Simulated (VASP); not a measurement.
Band structure of NiSi$_{2}$ (fluorite). Level of theory: PBE GGA with D4 dispersion, VASP's PBE PAW potentials (set 64) (plane waves; VASP).

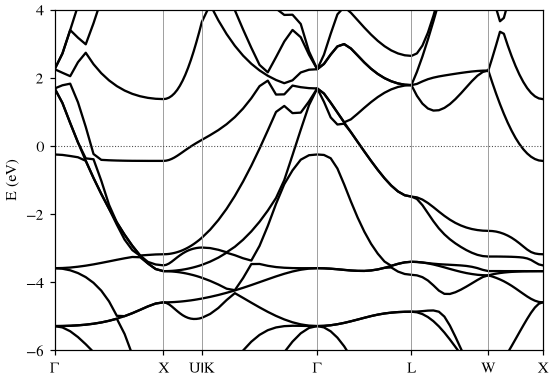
Bands along high-symmetry lines, zero at the valence-band maximum or, without a gap, the Fermi level

Question: Read the plot: is there a gap, and where are the band edges?

Answer: It has no gap at this level: it comes out as a metal or semimetal. (Edges off the drawn lines would not show.)

The compound is NiSi2 in the fluorite structure. It was relaxed first. The run is not spin-polarised, so no magnetic state was tried.
